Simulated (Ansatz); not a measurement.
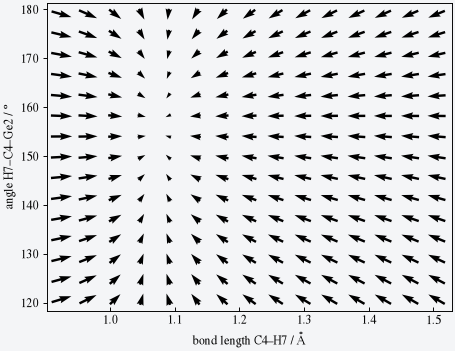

C₂H₃FGe, SMILES [F][GeH]1[CH]=[CH]1. The first coordinate is: bond length C4–H7; the second: angle H7–C4–Ge2. Nothing is relaxed (all other coordinates rigid). The grid has 15 × 15 points. Points are written as (first, second). Theory: Ansatz, RKS BHLYP-D4/def2-TZVP.

The picture shows arrows along the force (downhill), their lengths compressed.

Q: The arrows alone are given. Where is the energy lowest?

A: The arrows converge at about (1.075 Å, 156°) (read from the interpolated surface).

The energy map of the same scan:

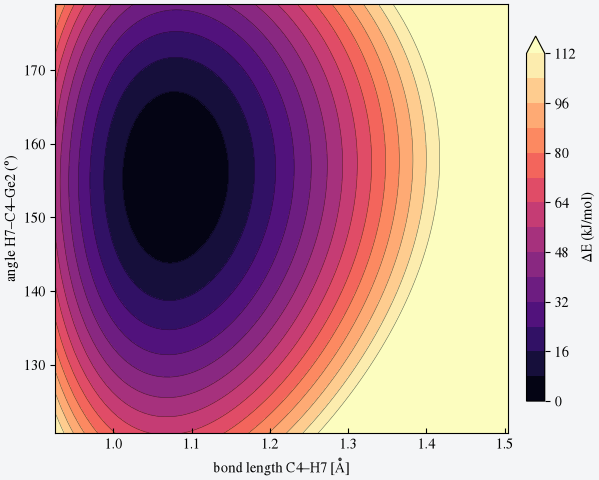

Energies are in kJ/mol, from the relaxed molecule at the same level; between grid points the surface is interpolated.
